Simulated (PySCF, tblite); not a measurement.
# C6H5S radical: geometry, infrared bands and EPR parameters

Wanted: the infrared bands and EPR parameters of C6H5S radical (`S[C@]12[C@@H]3[C@H]4[C]([C@H]41)[C@@H]32`), by calculation.

The runs use tblite 0.8.0 and PySCF 2.14.0, with density-fitted response routines of our own; the level of theory stands in each step. All values are computed, except where a source is named. Atoms count from 0, in the outputs and in this text.

## Step 1: The molecule as given

12 atoms, charge 0, multiplicity 2; geometry from: force field or distance geometry start.

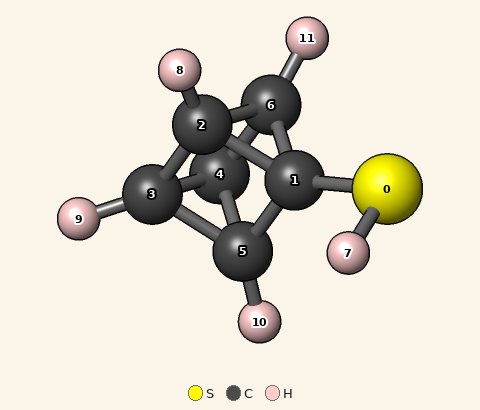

As it starts; sulfur yellow, carbon dark grey, hydrogen pink, atoms numbered.

## Step 2: Relaxing the molecule with GFN2-xTB

Job settings and geometry (Å):

```
{"job": {"kind": "relax", "xc": "GFN2-xTB", "basis": "xTB"}, "charge": 0, "multiplicity": 2}
S      2.237000     0.825000     0.308100
C      0.661000     0.340800    -0.023500
C     -0.408100    -0.017800     0.949500
C     -1.033300    -0.905100    -0.073100
C     -1.183900     0.185200    -0.988000
C      0.068600    -0.596100    -0.995100
C     -0.587500     1.100400    -0.037200
H      2.764000    -0.367200     0.592700
H     -0.502800     0.111600     1.998000
H     -1.640700    -1.789200    -0.024300
H      0.387600    -1.012300    -1.921600
H     -0.760800     2.124000     0.188400
```

Command:

```console
$ OMP_NUM_THREADS=1 python probes_run.py task.json out
```

One launch serves the whole session: the jobs run in the order shown.

What it wrote:

```text
step      E/eV     max force
  0    -500.23175    3.981
  1    -500.60361    2.265
  2    -500.82848    1.091
  3    -500.92660    0.609
  4    -500.95246    0.522
  5    -500.97475    0.506
  6    -501.00008    0.472
  7    -501.02276    0.402
  8    -501.03585    0.217
  9    -501.04067    0.180
 10    -501.04271    0.119
 11    -501.04410    0.096
 12    -501.04524    0.088
 13    -501.04611    0.080
 14    -501.04681    0.070
 15    -501.04744    0.077
 16    -501.04799    0.065
 17    -501.04836    0.045
 18    -501.04858    0.047
 19    -501.04878    0.048
 20    -501.04907    0.060
 21    -501.04948    0.075
 22    -501.04999    0.065
 23    -501.05057    0.065
 24    -501.05126    0.084
 25    -501.05209    0.077
 26    -501.05295    0.085
 27    -501.05366    0.068
 28    -501.05418    0.066
 29    -501.05467    0.066
 30    -501.05529    0.077
 31    -501.05591    0.063
 32    -501.05631    0.040
 33    -501.05652    0.031
 34    -501.05669    0.039
 35    -501.05684    0.044
 36    -501.05698    0.030
 37    -501.05706    0.017
 38    -501.05709    0.016
 39    -501.05713    0.016
 40    -501.05716    0.017
 41    -501.05719    0.013
 42    -501.05720    0.010
 43    -501.05721    0.009
 44    -501.05722    0.008
```

Run time: 0.12 s. Hardware: 1 thread of AMD EPYC 9R45, shared host.

Step by step: (not every step is listed)

```
step  energy from step 0 (eV)  largest force (eV/Å)
   0                   0.0000                3.9812
   1                  -0.3719                2.2645
   2                  -0.5967                1.0909
   3                  -0.6949                0.6095
   4                  -0.7207                0.5222
   5                  -0.7430                0.5059
   6                  -0.7683                0.4722
   7                  -0.7910                0.4018
   8                  -0.8041                0.2168
  11                  -0.8124                0.0958
  14                  -0.8151                0.0701
  17                  -0.8166                0.0451
  20                  -0.8173                0.0604
  23                  -0.8188                0.0649
  26                  -0.8212                0.0849
  29                  -0.8229                0.0657
  32                  -0.8246                0.0404
  35                  -0.8251                0.0438
  38                  -0.8253                0.0158
  39                  -0.8254                0.0159
  40                  -0.8254                0.0171
  41                  -0.8254                0.0126
  42                  -0.8255                0.0100
  43                  -0.8255                0.0094
  44                  -0.8255                0.0081
```

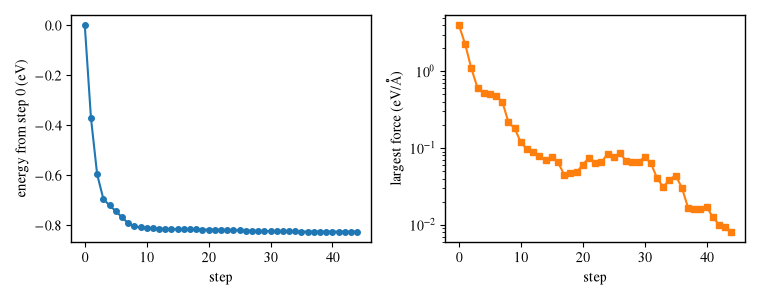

Energy and force, step by step.

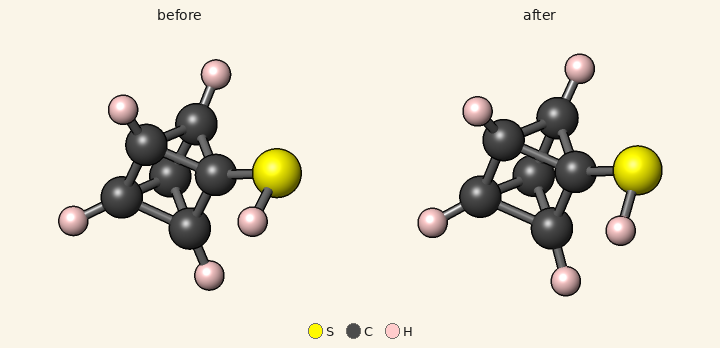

Before and after, at one scale.

Close pairs (by a distance rule), those that changed most:

```
 bond  before (Å)  after (Å)  change (Å)
C4–C6       1.448      1.550      +0.102
S0–C1       1.682      1.766      +0.084
C3–C4       1.431      1.501      +0.070
C3–C5       1.470      1.537      +0.067
C1–C2       1.489      1.548      +0.059
C1–C5       1.474      1.527      +0.053
C1–C6       1.461      1.499      +0.037
C2–C3       1.491      1.520      +0.028
```

The next job starts from the end point, and lists it.

## Step 3: Infrared spectrum with GFN2-xTB

Job settings and geometry (Å):

```
{"job": {"kind": "ir", "xc": "GFN2-xTB", "basis": "xTB"}, "charge": 0, "multiplicity": 2}
S      2.293090     0.844194     0.402669
C      0.637180     0.371770     0.010772
C     -0.539515     0.030642     0.957138
C     -1.096410    -0.910679    -0.097727
C     -1.189410     0.235773    -1.061895
C      0.065386    -0.572468    -1.044828
C     -0.615847     1.193982     0.012796
H      2.801629    -0.384116     0.291553
H     -0.564962     0.010681     2.033315
H     -1.608418    -1.848781    -0.003323
H      0.556010    -1.210180    -1.754459
H     -0.737536     2.238496     0.227963
```

What it wrote:

```text
mode    cm-1     km/mol
  1     166.9     33.90
  2     206.5      1.82
  3     236.8     11.18
  4     434.9      1.58
  5     586.9      0.14
  6     706.9      4.36
  7     751.8     13.81
  8     782.1     67.13
  9     830.1     10.22
 10     862.3      6.19
 11     862.4      7.71
 12     887.8      7.10
 13     914.8      6.85
 14     929.9      2.10
 15     940.5      2.94
 16     972.2     19.96
 17     988.2      8.48
 18    1010.3      6.62
 19    1030.5     12.55
 20    1097.0      2.94
 21    1130.8      3.91
 22    1185.1     13.79
 23    1204.0      0.58
 24    1338.4     19.58
 25    1352.9     20.65
 26    2405.2    109.43
 27    3090.9     24.30
 28    3131.9     22.76
 29    3135.4      5.16
 30    3140.4     45.81
```

Wall time 0.17 s (1 thread of AMD EPYC 9R45, shared host).

The strongest bands and the atoms that carry them (share of the mass-weighted mode):

```
cm⁻¹  km/mol                                atoms
 167    33.9                              H7 93 %
 782    67.1  H10 23 %, H9 20 %, C1 15 %, C2 12 %
 972    20.0   C4 16 %, C5 16 %, C3 14 %, H9 11 %
1353    20.6            C6 36 %, C1 32 %, C2 25 %
2405   109.4                              H7 97 %
3091    24.3                              H8 90 %
3132    22.8                    H10 46 %, H9 45 %
3140    45.8          H10 40 %, H9 34 %, H11 17 %
```

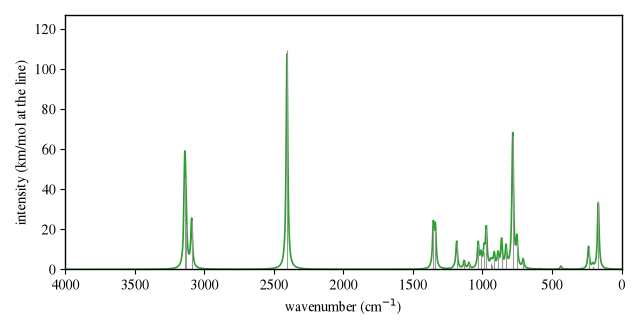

The infrared spectrum from these modes, unscaled. Lines are broadened to a width of 14 cm⁻¹ (Lorentzian).

## Step 4: g tensor and hyperfine couplings: B3LYP/pcH-1

Settings changed since step 3:

```diff
@@ -1,2 +1,2 @@
-{"job": {"kind": "ir", "xc": "GFN2-xTB", "basis": "xTB"}, "charge": 0, "multiplicity": 2}
+{"job": {"kind": "epr", "basis": "pcH-1"}, "charge": 0, "multiplicity": 2}
 S      2.293090     0.844194     0.402669
```

Method: UKS B3LYP, pcH-1 on C H S, non-relativistic, mean-field spin-orbit, GIAO.

What it wrote:

```text
UKS, coarse grid
  cycle   1  E = -629.54489168  |g| = 2.60e-01
  cycle   2  E = -629.51386771  |g| = 3.68e-01
  cycle   3  E = -629.58363683  |g| = 6.33e-02
  cycle   4  E = -629.58514750  |g| = 4.84e-02
  cycle   5  E = -629.58624707  |g| = 9.89e-03
  cycle   6  E = -629.58631932  |g| = 7.53e-03
  cycle   7  E = -629.58635281  |g| = 2.06e-03
  cycle   8  E = -629.58635754  |g| = 7.41e-04
UKS, final grid
  cycle   1  E = -629.58639305  |g| = 1.07e-03
  cycle   2  E = -629.58639230  |g| = 1.66e-03
  cycle   3  E = -629.58639362  |g| = 1.07e-04
  cycle   4  E = -629.58639363  |g| = 6.97e-05
  cycle   5  E = -629.58639363  |g| = 2.23e-05
E = -629.58639363 Eh   <S^2> = 0.7532 (exact 0.7500)
g shifts (ppm)      1          2          3
  rmc          -164       -164       -164
  gc             20          8         -4
  oz_so         200        959       4138
  total          55        802       3970
hyperfine (MHz)  atom isotope    a_iso     a_fc   dipolar eigenvalues
    0   33S       1.45       1.47     -3.52     -1.67      5.18
    1   13C       5.65       5.60     -7.92     -5.48     13.40
    2   13C       5.21       5.21     -9.69     -7.61     17.30
    3   13C     -11.44     -11.45    -11.34     -7.68     19.02
    4   13C     322.68     322.67    -56.77    -55.73    112.49
    5   13C     -12.34     -12.36    -11.57     -8.01     19.58
    6   13C     -11.32     -11.36    -10.44     -5.09     15.54
    7    1H       3.48       3.48     -1.24     -0.70      1.94
    8    1H      -5.34      -5.34     -6.07     -1.60      7.67
    9    1H      32.83      32.82     -6.22     -4.16     10.38
   10    1H      34.92      34.91     -6.28     -4.05     10.32
   11    1H      24.15      24.14     -5.64     -3.63      9.28
```

Run time: 24 s. Hardware: 1 thread of AMD EPYC 9R45, shared host; peak memory 0.88 GiB.

Principal g values 2.00237, 2.00312, 2.00629; g(iso) = 2.00393, against 2.00232 for a free electron.

Hyperfine couplings, nucleus by nucleus at this fixed geometry (no averaging over rotations):

```
nuclei  isotope  a(iso) (MHz)  a(iso) (G, at g = 2.0023)  largest dipolar term (MHz)
    C4      13C         322.7                      115.1                       112.5
   H10       1H          34.9                       12.5                        10.3
    H9       1H          32.8                       11.7                        10.4
   H11       1H          24.2                        8.6                         9.3
    C5      13C         -12.3                       -4.4                        19.6
    C3      13C         -11.4                       -4.1                        19.0
    C6      13C         -11.3                       -4.0                        15.5
    C1      13C           5.6                        2.0                        13.4
    H8       1H          -5.3                       -1.9                         7.7
    C2      13C           5.2                        1.9                        17.3
    H7       1H           3.5                        1.2                         1.9
    S0      33S           1.4                        0.5                         5.2
```

Mulliken spin populations:

```
atom  value (e)
  S0       0.01
  C1       0.06
  C2       0.09
  C3       0.04
  C4       0.71
  C5       0.05
  C6       0.00
  H7       0.00
  H8      -0.01
  H9       0.01
 H10       0.01
 H11       0.01
```

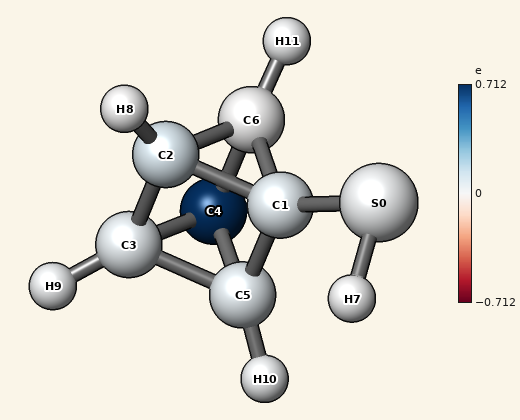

Mulliken spin populations, as colours on the atoms.

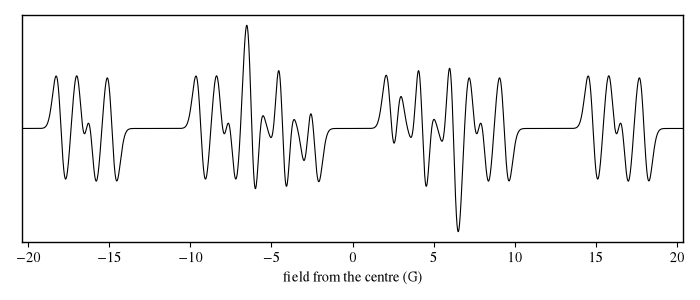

First-order isotropic spectrum (first derivative, main isotopes with spin only, couplings over 0.8 MHz, Gaussian width 0.3 G; couplings of the frozen geometry, rotation of groups not averaged beyond the rows shown).

Orbitals, density, ELF and potential are computed afterwards from the orbital file.

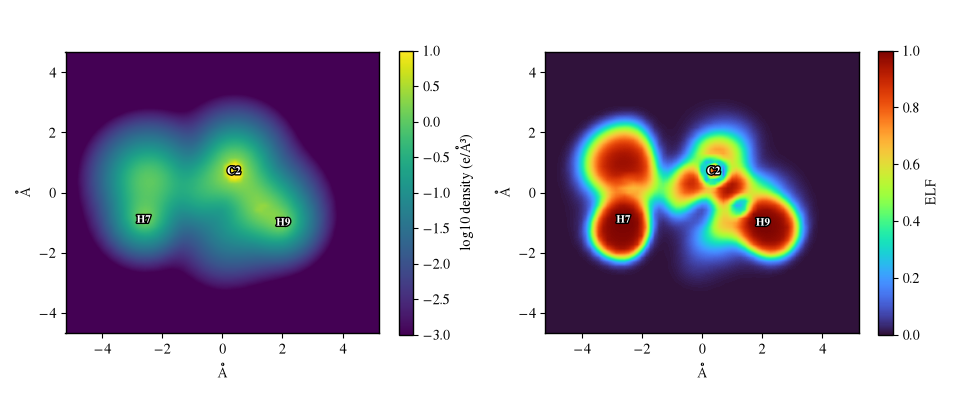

Density (left) and ELF (right) in a plane through or near 3 of the atoms.

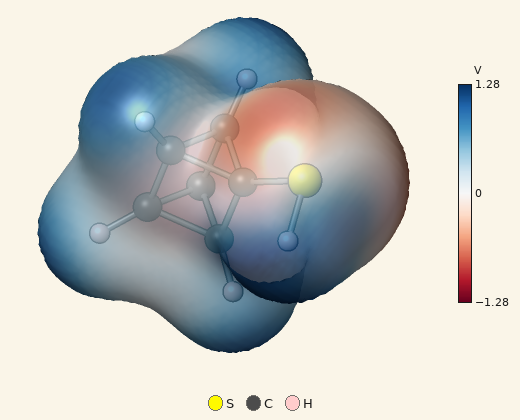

Electrostatic potential on the surface of density 0.002 e/bohr³; red is low, blue high. It runs from -1.13 V near C4 to 1.28 V near H7.

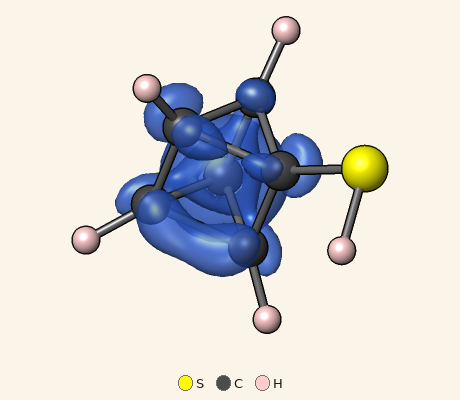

Spin density at ±0.04 e/Å³ (alpha excess blue, beta excess red).

## Step 5: Outcome

```
                                 quantity                  value
strongest single infrared mode (GFN2-xTB)  2405 cm⁻¹, 109 km/mol
             zero-point energy (GFN2-xTB)          51.9 kcal/mol
                           g(iso) (B3LYP)                2.00393
                                     ⟨S²⟩     0.753 (exact 0.75)
                           largest a(iso)   13C on C4, 322.7 MHz
    surface potential, least and greatest     -1.13 V and 1.28 V
```

In words: Over 44 steps the energy fell by 0.825 eV; of the close pairs, C4–C6 changed most, 1.448 to 1.550 Å. All 30 modes are real, so the xTB geometry is a minimum. The strongest single mode, at 2405 cm⁻¹, moves mainly H7. GFN2-xTB is a fitted tight-binding method: band positions and strengths are rough. Its intensities can rank the bands wrongly. C4 carries the largest spin population, 0.71 e. The isotropic g lies 1.6 ppt above the free-electron value.
